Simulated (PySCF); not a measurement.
# C₁₃H₁₄O₂: NMR shifts at several levels of theory, part 1 of 2

How much do the NMR shifts of C₁₃H₁₄O₂ (`C1=CCOC2(Cc3ccccc3C2)OC1`) depend on the level of theory, and what does each level cost?

Programs: PySCF 2.14.0, with density-fitted response routines of our own. Each step states its level of theory. These are calculated values for one molecule in the gas phase, unless marked as measured. Atoms are numbered from 0 throughout.

### Step 1. Starting geometry

29 atoms, charge 0, multiplicity 1; geometry from: GFN2-xTB.

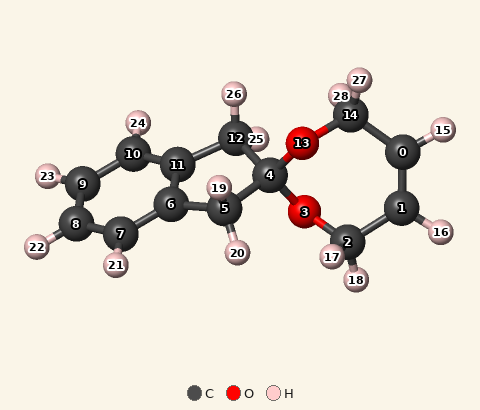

The starting geometry (carbon dark grey, oxygen red, hydrogen pink), atoms numbered.

### Step 2. Geometry optimisation at PBE0-D3(BJ)/def2-SVP

What the job is given:

```
{"job": {"xc": "PBE0", "basis": "def2-SVP", "d3": "d3bj", "grid": 1, "kind": "geom"}, "charge": 0, "multiplicity": 1}
C     -3.823170    -0.281230     0.226490
C     -3.637130     0.625110    -0.718940
C     -2.288810     1.159480    -1.119440
O     -1.264320     0.188600    -1.029150
C     -0.670950     0.024150     0.238010
C      0.333500     1.155820     0.572230
C      1.670830     0.584890     0.221370
C      2.880930     1.241960     0.115140
C      4.009840     0.513540    -0.231160
C      3.925750    -0.849570    -0.459900
C      2.709760    -1.509340    -0.353460
C      1.584450    -0.783010    -0.016530
C      0.178520    -1.271130     0.140360
O     -1.626690     0.000600     1.267370
C     -2.728750    -0.867180     1.075390
H     -4.814940    -0.651130     0.444730
H     -4.477530     1.022850    -1.269380
H     -2.046420     2.043490    -0.510850
H     -2.308620     1.457620    -2.171710
H      0.261070     1.382090     1.637890
H      0.110860     2.062660     0.009570
H      2.948340     2.305190     0.293450
H      4.961830     1.014950    -0.326070
H      4.813510    -1.403560    -0.728160
H      2.645490    -2.572190    -0.535000
H     -0.146960    -1.871570    -0.709480
H      0.066810    -1.854720     1.057220
H     -3.115090    -1.058600     2.081520
H     -2.398000    -1.823660     0.644290
```

Output:

```text
step   0  E = -653.03631049  max force = 0.011021
step   1  E = -653.03865442  max force = 0.003071
step   2  E = -653.03849080  max force = 0.006871
step   3  E = -653.03893796  max force = 0.000827
step   4  E = -653.03899506  max force = 0.000617
step   5  E = -653.03906735  max force = 0.001355
step   6  E = -653.03916395  max force = 0.001133
step   7  E = -653.03926706  max force = 0.001127
step   8  E = -653.03934563  max force = 0.000994
step   9  E = -653.03935167  max force = 0.000734
step  10  E = -653.03937191  max force = 0.000495
step  11  E = -653.03937816  max force = 0.000171
optimisation converged
```

It took 11 min on 8 threads of Arm Neoverse N1, shared host.

Relaxation path: (the energy doesn't fall at every step)

```csv
step,energy from step 0 (eV),largest force component (eV/Å)
0,0.0000,0.5667
1,-0.0638,0.1579
2,-0.0593,0.3533
3,-0.0715,0.0425
4,-0.0731,0.0317
5,-0.0750,0.0697
6,-0.0776,0.0583
7,-0.0805,0.0580
8,-0.0826,0.0511
9,-0.0828,0.0377
10,-0.0833,0.0255
11,-0.0835,0.0088
```

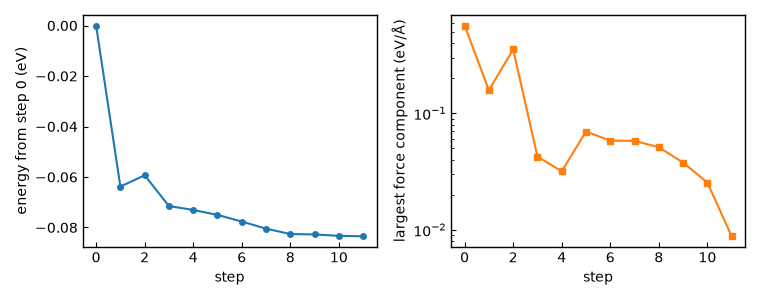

Energy and force, step by step.

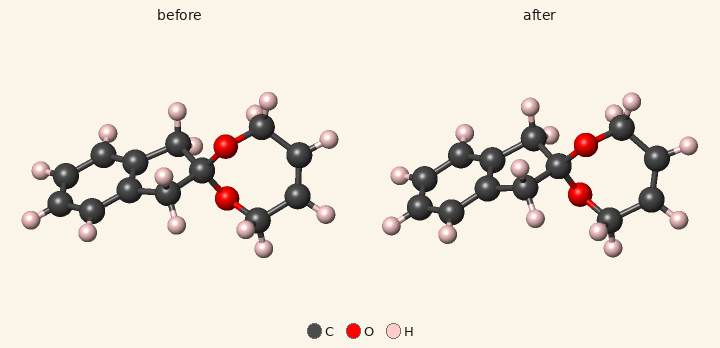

The geometry before (left) and after (right).

Close pairs (by a distance rule), those that changed most:

```csv
bond,before (Å),after (Å),change (Å)
C1–H16,1.080,1.095,+0.015
C0–H15,1.081,1.095,+0.014
C7–H21,1.080,1.093,+0.013
C10–H24,1.080,1.093,+0.013
C8–H22,1.080,1.093,+0.013
C9–H23,1.080,1.093,+0.012
C4–O13,1.405,1.393,-0.012
C0–C1,1.323,1.335,+0.012
```

The final coordinates are the input of the step that follows.

```csv
at the end point,value
point group (found at 0.08 Å tolerance),C1
"rotational constants (GHz, main isotopes)","1.750, 0.363, 0.344"
dipole moment (D),0.99
```

### Step 3. Shielding tensors: PBE0/pcSseg-1

What the job is given:

```
{"job": {"kind": "nmr", "xc": "PBE0", "basis": "pcSseg-1", "pop": false}, "charge": 0, "multiplicity": 1}
C     -3.811439    -0.269802     0.050305
C     -3.508295     0.636985    -0.880818
C     -2.111056     1.096573    -1.185765
O     -1.144459     0.102639    -0.947710
C     -0.680149    -0.024438     0.369976
C      0.288724     1.108508     0.757387
C      1.622108     0.600567     0.295549
C      2.807930     1.298432     0.091712
C      3.941519     0.602402    -0.333740
C      3.884630    -0.774807    -0.553250
C      2.693740    -1.475190    -0.350192
C      1.565040    -0.781756     0.074443
C      0.187582    -1.301151     0.368392
O     -1.733525    -0.024358     1.281592
C     -2.809171    -0.885354     0.984890
H     -4.853065    -0.584103     0.174872
H     -4.309673     1.074484    -1.485751
H     -1.882663     2.027912    -0.631143
H     -2.034620     1.345334    -2.255823
H      0.260994     1.235197     1.852020
H     -0.002337     2.069610     0.308470
H      2.853714     2.378171     0.257268
H      4.877834     1.140262    -0.501537
H      4.776611    -1.307381    -0.892184
H      2.650021    -2.552677    -0.529787
H     -0.173957    -2.025174    -0.375517
H      0.143589    -1.766161     1.367617
H     -3.297696    -1.104856     1.947093
H     -2.447823    -1.853758     0.587432
```

With the program's defaults for keys left out, this is: GIAO PBE0/pcSseg-1 NMR shielding, non-relativistic, gas phase.

Output:

```text
coarse grid: 24976 points
cycle   1  E = -653.1502898167  dE =  2.754e+00  |g| = 8.110e-01  |ddm| = 5.332e+00
cycle   2  E = -653.0834056106  dE =  6.688e-02  |g| = 1.044e+00  |ddm| = 1.791e+00
cycle   3  E = -653.2821809069  dE = -1.988e-01  |g| = 1.043e-01  |ddm| = 1.013e+00
cycle   4  E = -653.2839566096  dE = -1.776e-03  |g| = 4.202e-02  |ddm| = 1.200e-01
cycle   5  E = -653.2843458203  dE = -3.892e-04  |g| = 1.028e-02  |ddm| = 5.215e-02
cycle   6  E = -653.2843627664  dE = -1.695e-05  |g| = 5.599e-03  |ddm| = 1.455e-02
cycle   7  E = -653.2843706267  dE = -7.860e-06  |g| = 8.396e-04  |ddm| = 5.762e-03
final grid: 243328 points
cycle   8  E = -653.3969382317  dE = -6.998e-05  |g| = 1.411e-02  |ddm| = 7.114e-02
cycle   9  E = -653.3969104740  dE =  2.776e-05  |g| = 1.904e-02  |ddm| = 2.758e-02
cycle  10  E = -653.3969787672  dE = -6.829e-05  |g| = 1.559e-03  |ddm| = 1.553e-02
cycle  11  E = -653.3969792990  dE = -5.318e-07  |g| = 2.371e-04  |ddm| = 1.775e-03
cycle  12  E = -653.3969793061  dE = -7.114e-09  |g| = 1.514e-04  |ddm| = 3.845e-04
cycle  13  E = -653.3969793119  dE = -5.802e-09  |g| = 4.443e-05  |ddm| = 2.059e-04
cycle  14  E = -653.3969793124  dE = -5.082e-10  |g| = 9.279e-06  |ddm| = 5.945e-05
converged SCF energy = -653.3969793124

GIAO shielding tensors (ppm)
atom      isotropic    diamagn.    paramagn.     s11        s22        s33       span
  0 C       45.749     254.921    -209.172    -64.640     57.364    144.524    209.164
  1 C       44.603     256.182    -211.579    -65.879     55.770    143.916    209.796
  2 C      121.099     242.156    -121.057     92.784    112.406    158.106     65.322
  3 O      235.082     403.401    -168.319    187.899    251.423    265.925     78.026
  4 C       70.346     248.511    -178.165     56.204     68.124     86.710     30.506
  5 C      142.019     246.904    -104.885    117.000    141.018    168.040     51.040
  6 C       38.801     260.925    -222.124    -60.816     24.621    152.598    213.414
  7 C       54.485     247.635    -193.150    -49.380     42.688    170.147    219.527
  8 C       52.448     254.149    -201.701    -56.164     39.534    173.975    230.139
  9 C       52.387     254.225    -201.838    -56.216     39.356    174.020    230.235
 10 C       54.390     247.527    -193.138    -48.808     42.122    169.855    218.663
 11 C       37.801     259.220    -221.419    -62.403     24.620    151.188    213.590
 12 C      138.078     249.106    -111.029    120.648    131.005    162.580     41.932
 13 O      228.440     401.405    -172.964    159.995    246.093    279.232    119.237
 14 C      118.592     242.054    -123.462     90.132    107.708    157.935     67.803
 15 H       25.404      26.082      -0.679     23.566     25.705     26.941      3.375
 16 H       25.402      26.562      -1.160     23.527     25.877     26.802      3.275
 17 H       26.801      30.993      -4.192     21.690     27.427     31.287      9.597
 18 H       27.448      30.090      -2.642     21.853     26.414     34.076     12.223
 19 H       28.281      31.728      -3.447     23.558     28.586     32.700      9.142
 20 H       28.020      33.117      -5.097     22.347     29.784     31.931      9.584
 21 H       23.981      31.211      -7.230     19.971     23.581     28.391      8.420
 22 H       23.990      27.591      -3.600     20.497     24.974     26.500      6.002
 23 H       23.978      27.562      -3.583     20.485     24.990     26.460      5.976
 24 H       23.953      31.226      -7.273     19.934     23.613     28.312      8.378
 25 H       27.919      32.764      -4.845     22.626     29.086     32.044      9.418
 26 H       28.295      31.604      -3.309     23.659     28.622     32.605      8.946
 27 H       27.208      28.451      -1.243     21.956     25.972     33.695     11.738
 28 H       26.836      30.459      -3.624     22.256     26.858     31.392      9.136
```

It took 2.5 min on 8 threads of Arm Neoverse N1, shared host.

The references, computed at this level on geometries of the same kind, shield at (ppm): 1H TMS 31.27, 13C TMS 184.4, 17O H2O 334.6. Their shielding less the atom's gives the shift. The references are single molecules in the gas phase, so shifts against H2O, NH3, PH3, H3PO4 or CFCl3 are not on the usual liquid scales and can be off by tens of ppm. Atoms listed in one row are averaged.

| atoms | environment | σ (ppm) | δ (ppm) | δ scaled to CDCl3 |
| --- | --- | --- | --- | --- |
| C6, C11 | substituted aromatic carbon | 38.3 | 146.1 | 141.4 |
| C0, C1 | alkene CH | 45.2 | 139.2 | 134.7 |
| C8, C9 | aromatic CH | 52.4 | 132.0 | 127.7 |
| C7, C10 | aromatic CH | 54.4 | 130.0 | 125.7 |
| C4 | sp3 carbon bearing two oxygens | 70.3 | 114.1 | 110.3 |
| C2, C14 | allylic sp3 CH2 bonded to O | 119.8 | 64.6 | 62.2 |
| C5, C12 | sp3 CH2 on an aromatic ring | 140.0 | 44.4 | 42.6 |
| H21, H24 | hydrogen on an aromatic CH | 23.97 | 7.30 | 7.13 |
| H22, H23 | hydrogen on an aromatic CH | 23.98 | 7.28 | 7.12 |
| H15, H16 | hydrogen on an alkene CH | 25.40 | 5.86 | 5.77 |
| H17, H18, H27, H28 | hydrogen on an allylic sp3 CH2 bonded to O | 27.07 | 4.19 | 4.19 |
| H19, H20, H25, H26 | hydrogen on an sp3 CH2 on an aromatic ring | 28.13 | 3.14 | 3.19 |
| O3, O13 | ether oxygen | 231.8 | 102.8 | – |

The scaled column applies a straight-line fit of computed shieldings to shifts measured in CDCl3 (root-mean-square error 0.21 ppm for H, 2.0 ppm for C).

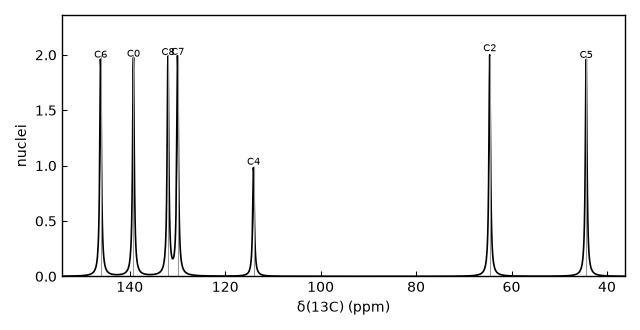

13C lines at the computed shifts, without couplings. Lines are broadened to a width of 0.41 ppm (Lorentzian).

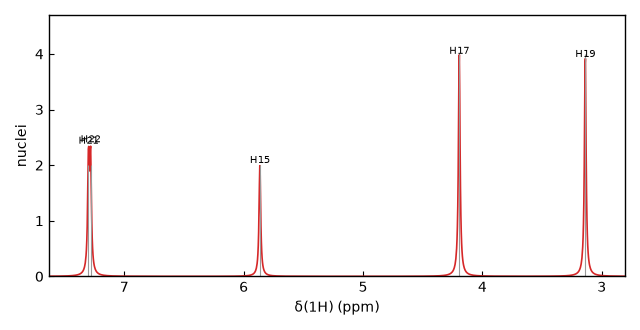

1H lines at the computed shifts, without couplings. Lines are broadened to a width of 0.02 ppm (Lorentzian).

Ring of atoms C0, C1, C2, O3, C4, O13, C14: NICS(0) -1.4, NICS(1) -1.6, NICS(1)zz 3.2 ppm (means of both faces). The ring holds saturated atoms, so no π current runs round it: these values come from its σ bonds, any local π bonds and neighbouring rings, and say nothing of aromaticity.

Ring of atoms C4, C5, C6, C11, C12: NICS(0) 0.3, NICS(1) -1.7, NICS(1)zz 2.5 ppm (means of both faces). The ring holds saturated atoms, so no π current runs round it: these values come from its σ bonds, any local π bonds and neighbouring rings, and say nothing of aromaticity.

Ring of atoms C6, C7, C8, C9, C10, C11: NICS(0) -8.4, NICS(1) -11.0, NICS(1)zz -27.0 ppm (means of both faces).

### Step 4. Nuclear shieldings: PBE/pcSseg-1

Same as in step 3 but for these lines:

```diff
@@ -1,2 +1,2 @@
-{"job": {"kind": "nmr", "xc": "PBE0", "basis": "pcSseg-1", "pop": false}, "charge": 0, "multiplicity": 1}
+{"job": {"kind": "nmr", "xc": "PBE", "basis": "pcSseg-1", "pop": false}, "charge": 0, "multiplicity": 1}
 C     -3.811439    -0.269802     0.050305
```

Method: GIAO PBE/pcSseg-1 NMR shielding, non-relativistic, gas phase.

Output:

```text
coarse grid: 24976 points
cycle   1  E = -652.9748725339  dE =  2.179e+00  |g| = 1.001e+00  |ddm| = 5.439e+00
cycle   2  E = -652.6196379221  dE =  3.552e-01  |g| = 1.668e+00  |ddm| = 3.024e+00
cycle   3  E = -653.1834481140  dE = -5.638e-01  |g| = 2.246e-01  |ddm| = 2.187e+00
cycle   4  E = -653.1924961651  dE = -9.048e-03  |g| = 7.305e-02  |ddm| = 2.596e-01
cycle   5  E = -653.1935970001  dE = -1.101e-03  |g| = 2.226e-02  |ddm| = 9.248e-02
cycle   6  E = -653.1936477473  dE = -5.075e-05  |g| = 1.514e-02  |ddm| = 3.426e-02
cycle   7  E = -653.1937000343  dE = -5.229e-05  |g| = 2.871e-03  |ddm| = 1.759e-02
cycle   8  E = -653.1937019442  dE = -1.910e-06  |g| = 1.029e-03  |ddm| = 3.348e-03
final grid: 243328 points
cycle   9  E = -653.3474000610  dE = -6.205e-05  |g| = 2.437e-02  |ddm| = 9.958e-02
cycle  10  E = -653.3471502649  dE =  2.498e-04  |g| = 4.359e-02  |ddm| = 5.939e-02
cycle  11  E = -653.3475204890  dE = -3.702e-04  |g| = 4.433e-03  |ddm| = 3.976e-02
cycle  12  E = -653.3475247854  dE = -4.296e-06  |g| = 7.887e-04  |ddm| = 5.230e-03
cycle  13  E = -653.3475248549  dE = -6.951e-08  |g| = 5.809e-04  |ddm| = 1.212e-03
cycle  14  E = -653.3475249460  dE = -9.110e-08  |g| = 6.819e-05  |ddm| = 6.177e-04
cycle  15  E = -653.3475249469  dE = -8.736e-10  |g| = 2.989e-05  |ddm| = 1.040e-04
converged SCF energy = -653.3475249469

GIAO shielding tensors (ppm)
atom      isotropic    diamagn.    paramagn.     s11        s22        s33       span
  0 C       42.983     253.899    -210.916    -61.034     51.626    138.357    199.391
  1 C       41.984     255.413    -213.430    -61.963     50.292    137.622    199.585
  2 C      114.017     244.035    -130.017     83.831    105.717    152.504     68.673
  3 O      218.474     403.680    -185.206    169.361    236.135    249.925     80.563
  4 C       61.350     249.962    -188.613     47.372     58.206     78.471     31.099
  5 C      136.403     248.986    -112.583    110.868    135.291    163.051     52.184
  6 C       36.361     260.133    -223.772    -58.092     21.403    145.772    203.864
  7 C       52.683     247.096    -194.413    -47.363     41.597    163.814    211.178
  8 C       50.534     252.926    -202.392    -54.417     38.270    167.748    222.165
  9 C       50.466     253.021    -202.555    -54.456     38.050    167.802    222.258
 10 C       52.641     246.983    -194.342    -46.551     41.026    163.449    210.001
 11 C       35.324     258.591    -223.267    -59.891     21.548    144.314    204.205
 12 C      132.010     250.960    -118.949    113.946    125.253    156.832     42.885
 13 O      210.706     401.751    -191.046    139.520    226.969    265.629    126.109
 14 C      111.323     243.955    -132.632     80.846    100.761    152.360     71.514
 15 H       25.362      25.938      -0.576     23.743     25.707     26.635      2.892
 16 H       25.363      26.471      -1.108     23.698     25.851     26.540      2.841
 17 H       26.492      31.306      -4.813     21.522     27.172     30.782      9.261
 18 H       27.273      30.117      -2.845     21.805     26.444     33.568     11.763
 19 H       28.131      31.868      -3.737     23.595     28.603     32.195      8.600
 20 H       27.885      33.379      -5.493     22.500     29.727     31.428      8.928
 21 H       24.044      31.466      -7.421     20.302     23.450     28.381      8.078
 22 H       24.039      27.563      -3.524     20.781     24.796     26.540      5.759
 23 H       24.026      27.535      -3.510     20.767     24.813     26.497      5.730
 24 H       24.018      31.506      -7.489     20.270     23.489     28.294      8.024
 25 H       27.770      33.076      -5.307     22.743     28.993     31.573      8.829
 26 H       28.140      31.755      -3.615     23.736     28.600     32.083      8.347
 27 H       27.036      28.180      -1.144     21.909     26.041     33.158     11.249
 28 H       26.531      30.881      -4.351     22.125     26.535     30.933      8.808
```

Wall time 93 s (8 threads of Arm Neoverse N1, shared host).

This run: δ C6 144.2, C0 137.5, C8 129.5, C7 127.4, H21 7.17, H22 7.16 ppm (means over like atoms).

### Step 5. NMR shieldings: wB97X-D/pcSseg-1

Same as in step 4 but for these lines:

```diff
@@ -1,2 +1,2 @@
-{"job": {"kind": "nmr", "xc": "PBE", "basis": "pcSseg-1", "pop": false}, "charge": 0, "multiplicity": 1}
+{"job": {"kind": "nmr", "xc": "wB97X-D", "basis": "pcSseg-1", "pop": false}, "charge": 0, "multiplicity": 1}
 C     -3.811439    -0.269802     0.050305
```

Method: GIAO wB97X-D/pcSseg-1 NMR shielding, non-relativistic, gas phase.

Output:

```text
coarse grid: 24976 points
cycle   1  E = -653.6626372497  dE =  3.460e+00  |g| = 8.529e-01  |ddm| = 5.297e+00
cycle   2  E = -653.6770604505  dE = -1.442e-02  |g| = 8.921e-01  |ddm| = 1.404e+00
cycle   3  E = -653.8069837255  dE = -1.299e-01  |g| = 7.338e-02  |ddm| = 6.459e-01
cycle   4  E = -653.8080064479  dE = -1.023e-03  |g| = 3.369e-02  |ddm| = 1.036e-01
cycle   5  E = -653.8082719843  dE = -2.655e-04  |g| = 7.565e-03  |ddm| = 4.565e-02
cycle   6  E = -653.8082854113  dE = -1.343e-05  |g| = 2.813e-03  |ddm| = 1.010e-02
cycle   7  E = -653.8082874362  dE = -2.025e-06  |g| = 6.442e-04  |ddm| = 3.456e-03
final grid: 243328 points
cycle   8  E = -653.9269812591  dE = -3.173e-04  |g| = 5.277e-03  |ddm| = 8.864e-02
cycle   9  E = -653.9269862388  dE = -4.980e-06  |g| = 4.145e-03  |ddm| = 1.384e-02
cycle  10  E = -653.9269892260  dE = -2.987e-06  |g| = 9.750e-04  |ddm| = 3.754e-03
cycle  11  E = -653.9269894147  dE = -1.886e-07  |g| = 3.512e-04  |ddm| = 1.590e-03
cycle  12  E = -653.9269894425  dE = -2.785e-08  |g| = 5.984e-05  |ddm| = 4.102e-04
cycle  13  E = -653.9269894435  dE = -9.688e-10  |g| = 3.268e-05  |ddm| = 1.313e-04
cycle  14  E = -653.9269894438  dE = -2.997e-10  |g| = 7.673e-06  |ddm| = 5.199e-05
converged SCF energy = -653.9269894438

GIAO shielding tensors (ppm)
atom      isotropic    diamagn.    paramagn.     s11        s22        s33       span
  0 C       45.190     255.667    -210.477    -67.868     58.206    145.232    213.100
  1 C       43.973     256.824    -212.850    -69.233     56.459    144.694    213.927
  2 C      121.695     241.921    -120.226     93.566    112.518    159.001     65.435
  3 O      240.476     404.672    -164.196    194.654    254.459    272.314     77.661
  4 C       70.834     248.739    -177.905     56.710     68.787     87.005     30.295
  5 C      142.278     247.776    -105.498    117.137    141.305    168.392     51.254
  6 C       37.664     261.757    -224.094    -64.593     24.248    153.336    217.929
  7 C       53.469     248.659    -195.191    -52.583     42.202    170.786    223.369
  8 C       51.433     254.720    -203.288    -59.310     39.042    174.566    233.877
  9 C       51.384     254.784    -203.400    -59.342     38.888    174.605    233.947
 10 C       53.352     248.530    -195.178    -52.118     41.644    170.530    222.647
 11 C       36.619     259.953    -223.334    -66.089     24.068    151.880    217.969
 12 C      138.416     250.149    -111.734    120.847    130.774    163.626     42.779
 13 O      234.159     402.431    -168.272    167.668    252.845    281.962    114.294
 14 C      119.294     241.692    -122.398     91.112    107.959    158.811     67.700
 15 H       25.542      26.034      -0.492     23.717     25.792     27.115      3.398
 16 H       25.536      26.543      -1.007     23.681     25.957     26.970      3.289
 17 H       27.008      31.353      -4.345     21.899     27.593     31.532      9.632
 18 H       27.607      30.300      -2.693     22.023     26.525     34.273     12.250
 19 H       28.463      32.094      -3.631     23.764     28.760     32.866      9.102
 20 H       28.186      33.576      -5.390     22.494     29.944     32.121      9.627
 21 H       24.072      31.264      -7.192     20.088     23.631     28.495      8.407
 22 H       24.092      27.435      -3.342     20.630     25.043     26.604      5.974
 23 H       24.082      27.403      -3.322     20.619     25.058     26.568      5.948
 24 H       24.044      31.246      -7.202     20.052     23.661     28.419      8.368
 25 H       28.090      33.181      -5.091     22.792     29.239     32.239      9.447
 26 H       28.487      31.978      -3.491     23.862     28.800     32.799      8.938
 27 H       27.371      28.533      -1.162     22.128     26.086     33.900     11.773
 28 H       27.033      30.745      -3.712     22.439     27.028     31.633      9.194
```

Run time: 3.2 min. Hardware: 8 threads of Arm Neoverse N1, shared host.

In short: δ C6 147.4, C0 140.0, C8 133.1, C7 131.1, H21 7.32, H22 7.29 ppm (means over like atoms).

(Continued in part 2 of 2.)
